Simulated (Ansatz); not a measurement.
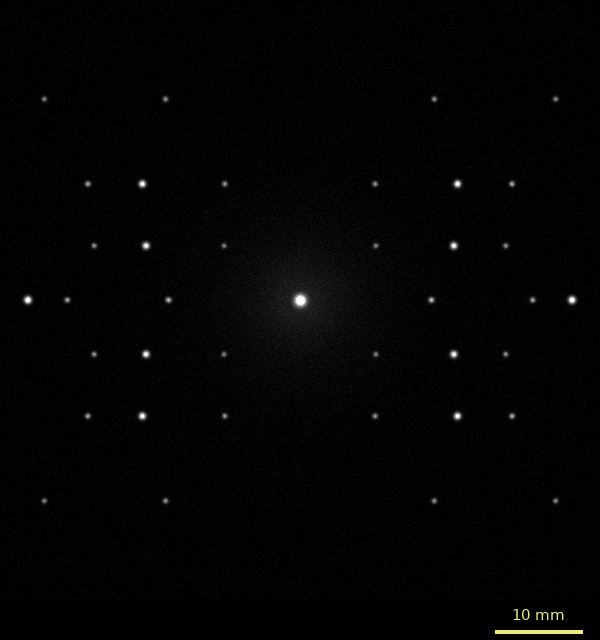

Simulated X-ray rotation photograph: Cu Kα radiation (λ = 1.5418 Å), cylindrical film of radius 30.0 mm unrolled, rotation axis vertical and normal to the beam, kinematic intensities without Lorentz or polarisation factors, the film spanning ±63° about the beam; spots down to d = 1.46 Å.

What lattice repeat along the rotation axis do the layer lines give?

Answer. The first layer line lies 6.2 mm from the equator, so tan ν = 0.208, sin ν = 0.203 and the period is λ/sin ν = 7.58 Å. Further lines follow at 13.4, 23.1 mm.

The crystal is Zn3PbO, space group Pm-3m (No. 221), a = 4.376 Å. Structure: the geometry relaxed (final pressure about 2 GPa) with DFT PBE, scalar-relativistic, plane waves, PAW (Ansatz); the starting structure was generated, so it need not be a known form of this composition.

About which axis was it rotated?

Answer. About [111] (or an equivalent direction), whose length in the conventional cell is 7.579 Å.
